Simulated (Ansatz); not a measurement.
**MP2/def2-SVP run of Si2F6 (hexafluorodisilane)**

Aim: the vertical ionisation energy of Si2F6 (hexafluorodisilane) at MP2/def2-SVP, from 2 runs. 

The calculation is run with Ansatz 0.2.0.

19 further runs of the same task are left out: 19 set aside as unsound or not needed. Runs told in other sessions of the task aren't counted.

### 1 Starting point

The species is Si2F6 (8 atoms), meant as a singlet with charge 0. As SMILES, `F[Si](F)(F)[Si](F)(F)F`. The coordinates come from a PBE0-D4/def2-TZVP relaxation.

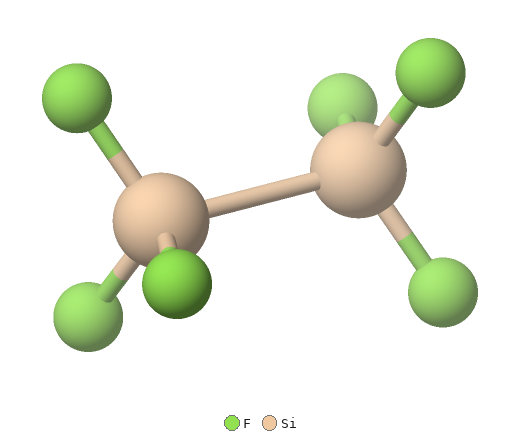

The structure, seen from a chosen angle (fluorine green, silicon light orange).

### 2 The energy at MP2/def2-SVP

File molecule.yaml:

```yaml
crystal:
  periodic: [false, false, false]
  atoms:
    - {symbol: F, position_ang: [0.360870, -1.835490, 1.275760]}
    - {symbol: Si, position_ang: [0.788530, -0.848100, 0.126890]}
    - {symbol: F, position_ang: [0.934470, -1.673030, -1.205730]}
    - {symbol: F, position_ang: [2.195680, -0.244350, 0.491690]}
    - {symbol: Si, position_ang: [-0.788750, 0.847840, -0.127190]}
    - {symbol: F, position_ang: [-0.943620, 1.663720, 1.209990]}
    - {symbol: F, position_ang: [-0.353860, 1.843300, -1.266340]}
    - {symbol: F, position_ang: [-2.193320, 0.246130, -0.505090]}
basis:
  gaussian: {orbitals: def2-SVP}
correlation: {method: mp2, frozen_orbitals: {F: 1, Si: 5}}
accuracy: high
```

Launch:

```console
$ ansatz run molecule.yaml --threads 1 --pin off --max-ram 3480MiB --events-out events.jsonl --progress --plain --runs-dir runs
```

The program printed:

```text
Warning: RAYON_NUM_THREADS=1 ignored (pool sized by the plan → 1); use --threads N
Functional definition: HF
  name "HF"
  exchange = exact_x
  correlation = 0
2388 factors; integrals over basis functions are off by at most 3.3e-9 eV
mean field evaluation 1: about -31946.3495 eV, gradient 5.5e1 eV
mean field evaluation 2: about -31946.4663 eV, gradient 5.5e1 eV
mean field evaluation 4: about -31951.7747 eV, gradient 2.5e0 eV
mean field evaluation 8: about -31951.8097 eV, gradient 7.5e-2 eV
mean field evaluation 16: about -31951.8097 eV, gradient 1.3e-8 eV
mean field -31951.80973819 eV, -1174.2073501638 hartree, gradient 1.3e-8 eV, S^2 0.000000; 0 other end points of the search recorded, 0 dependent functions left out
16 core orbitals not correlated: weight in the atoms' cores, before any rotation towards them, 1.000 or more for the frozen orbitals, at most 0.000 for the correlated occupied ones
reference -31951.80973819 eV, -1174.2073501638 hartree; 25, 25 occupied and 79, 79 virtual orbitals, 2388 factors
second order -34.70488744 eV of doubles, -0.00000000 eV of singles
Total energy: -31986.51462562 eV, -1175.4827312533 hartree
```

It took 4.5 s on 1 thread of Intel Xeon 6975P-C (Granite Rapids), shared host; peak memory 0.45 GiB.

### 3 The doublet cation

File molecule.yaml:

```yaml
crystal:
  periodic: [false, false, false]
  atoms:
    - symbol: F
      position_ang: [0.360870, -1.835490, 1.275760]
    - symbol: Si
      position_ang: [0.788530, -0.848100, 0.126890]
    - symbol: F
      position_ang: [0.934470, -1.673030, -1.205730]
    - symbol: F
      position_ang: [2.195680, -0.244350, 0.491690]
    - symbol: Si
      position_ang: [-0.788750, 0.847840, -0.127190]
    - symbol: F
      position_ang: [-0.943620, 1.663720, 1.209990]
    - symbol: F
      position_ang: [-0.353860, 1.843300, -1.266340]
    - symbol: F
      position_ang: [-2.193320, 0.246130, -0.505090]
basis:
  gaussian:
    orbitals: def2-SVP
total_charge: 1
magnetization:
  spin_polarized: true
  initial_magnetization: 1
correlation:
  method: mp2
  frozen_orbitals: {F: 1, Si: 5}
accuracy: high
```

Launch:

```console
$ ansatz run molecule.yaml --threads 1 --pin off --max-ram 3480MiB --events-out events.jsonl --progress --plain --runs-dir runs
```

The program printed:

```text
Warning: RAYON_NUM_THREADS=1 ignored (pool sized by the plan → 1); use --threads N
Functional definition: HF
  name "HF"
  exchange = exact_x
  correlation = 0
2386 factors; integrals over basis functions are off by at most 3.3e-9 eV
mean field evaluation 1: about -31929.1578 eV, gradient 5.1e1 eV
mean field evaluation 2: about -31929.2641 eV, gradient 5.1e1 eV
mean field evaluation 4: about -31938.5598 eV, gradient 2.7e0 eV
mean field evaluation 8: about -31938.6672 eV, gradient 2.5e-1 eV
mean field evaluation 16: about -31938.6688 eV, gradient 1.7e-6 eV
mean field -31938.66881775 eV, -1173.7244302452 hartree, gradient 4.9e-8 eV, S^2 0.757858; 0 other end points of the search recorded, 0 dependent functions left out
16 core orbitals not correlated: weight in the atoms' cores, before any rotation towards them, 1.000 or more for the frozen orbitals, at most 0.000 for the correlated occupied ones
reference -31938.66881775 eV, -1173.7244302452 hartree; 25, 24 occupied and 79, 80 virtual orbitals, 2386 factors
second order -35.16166549 eV of doubles, -0.00000000 eV of singles
Total energy: -31973.83048325 eV, -1175.0165976186 hartree
```

Run time: 6.6 s. Hardware: 1 thread of Intel Xeon 6975P-C (Granite Rapids), shared host; peak memory 0.61 GiB.

### 4 Summary of results

At MP2/def2-SVP, 16 core orbitals frozen:

```
                                                    quantity           value
                                 singlet Si2F6: total energy  -1175.48273 Eh
 singlet Si2F6: correlation energy (16 core orbitals frozen)     -1275.4 mEh
                                doublet cation: total energy  -1175.01660 Eh
doublet cation: correlation energy (16 core orbitals frozen)     -1292.2 mEh
           doublet cation: ⟨S²⟩ of the reference determinant           0.758
          vertical ionisation energy (to the doublet cation)       12.684 eV
```

What this shows: Removing an electron at fixed nuclei costs 12.68 eV (293 kcal/mol).
